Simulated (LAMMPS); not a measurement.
Consider a melt of Al (fcc) with 75 % of Al sites Co, 2048 atoms, cooled from 2180 K to 300 K at 1e+14 K/s, at zero pressure in molecular dynamics.

Model: classical MD, pair style eam/alloy, file CoAl.eam.alloy; code LAMMPS.

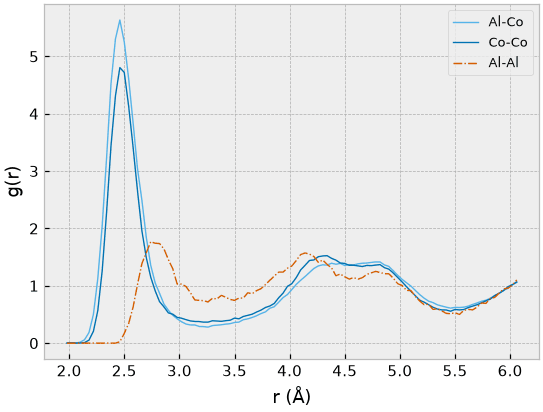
Figure. g(r) against r (Å)

Main features:
- state found: glass
- first peak of g(r), Al-Co: 2.46 Å, height 5.6
- coordination number of Al by Co: 10.7 (counted to 3.22 Å)
- coordination number of Co by Al: 3.57 (counted to 3.22 Å)
- first peak of g(r), Co-Co: 2.47 Å, height 4.8
